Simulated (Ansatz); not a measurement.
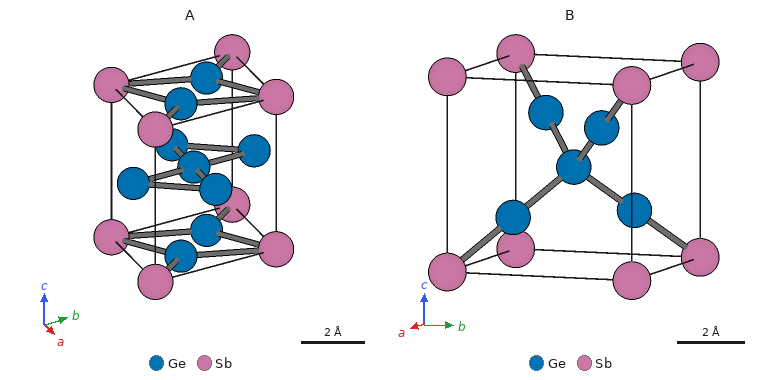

Two structures of Ge$_{5}$Sb, each relaxed to rest (conventional cells in solid outline, small ones repeated, not to one scale). Method: Ansatz, DFT PBE, scalar-relativistic, plane waves, PAW, without spin polarisation.

What structure does each panel show?

A: CaCu₅ type, P6/mmm. B: 6 atoms a cell on a primitive cubic lattice, P-43m.

Which is the more stable form at this level of theory?

A is lower, by 630 meV/atom at this level of theory (energies at zero smearing). Volumes: A 22.0, B 34.4 Å³/atom.

One or both may be structure types tried for this composition rather than known phases.
